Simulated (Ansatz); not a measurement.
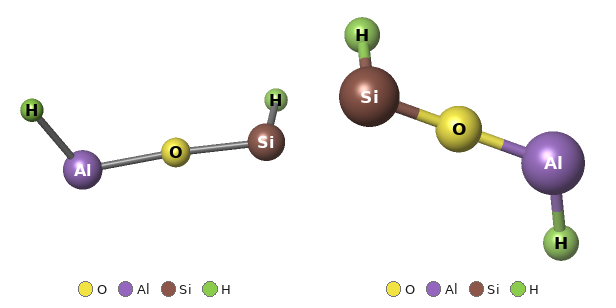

Both panels show the same species.

State: neutral, doublet.

Identify the structure.

It has 5 atoms: 1 aluminium, 2 hydrogen, 1 oxygen and 1 silicon (AlH2OSi). It is an open-shell species. Coordination: 1 O linear; 1 Al bent; 1 Si bent.

The parts below concern this one geometry. Atoms keep their numbers from picture to picture. The computed structure is the end point of a PBE0-D4/def2-TZVP optimisation. No frequency run is at hand to confirm it as a minimum.

**Shape**

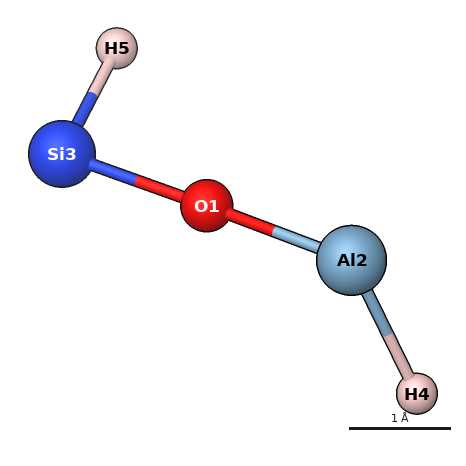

No frequency run is at hand to confirm it as a minimum.

List the bonds and their lengths.

```csv
bond,length (Å)
O1–Al2,1.700
O1–Si3,1.634
Al2–H4,1.605
Si3–H5,1.546
```

**Charges**

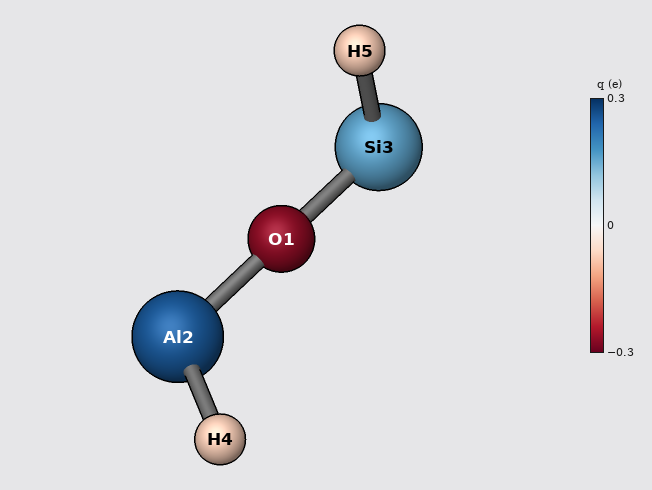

Atoms are coloured by their Mulliken charges. No frequency run is at hand to confirm it as a minimum. Level of theory: UKS PBE0-D4/def2-TZVP (Ansatz 0.2.0).

> Which atom carries the highest charge (most positive or least negative)?

Al2 (0.25 e).

> And the lowest?

O1 (−0.27 e).

List the Mulliken charges.

| atom | value (e) |
| --- | --- |
| O1 | −0.27 |
| Al2 | 0.25 |
| Si3 | 0.16 |
| H4 | −0.07 |
| H5 | −0.07 |

**Electronic properties**

No frequency run is at hand to confirm it as a minimum. Method: UKS PBE0-D4/def2-TZVPP (Ansatz 0.2.0).

> Give the HOMO energy (Kohn–Sham orbital) at this level.

−5.91 eV.

> Estimate the ⟨S²⟩ of the determinant.

0.755.

**Dipole moment**

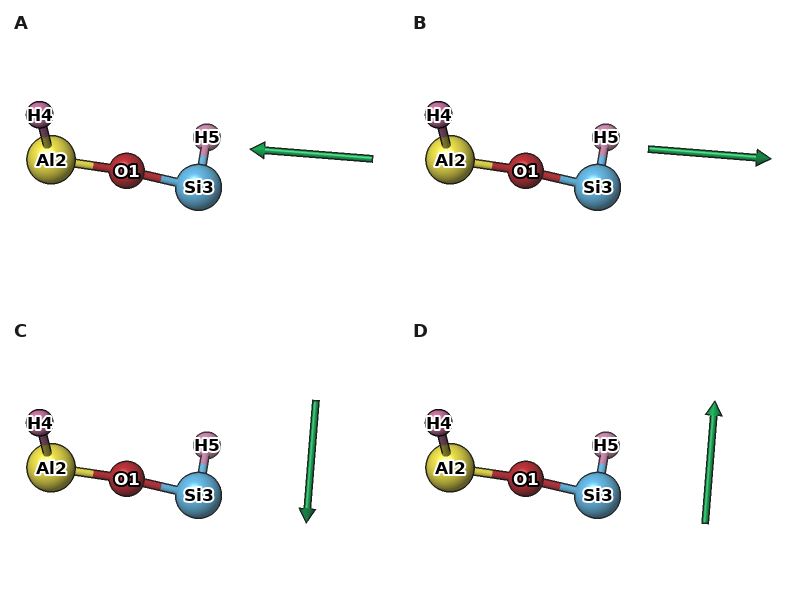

The same molecule four times, each with an arrow. No frequency run is at hand to confirm it as a minimum. Properties computed with UKS PBE0-D4/def2-TZVP (Ansatz 0.2.0).

> Which arrow points along the dipole moment, from the negative to the positive end?

A. The dipole moment is 1.27 D; it points from the side of Si3, H5 to the side of H4 (the outermost atoms at the two ends).

Mulliken values depend strongly on the basis set and can even reverse the polarity of a bond.
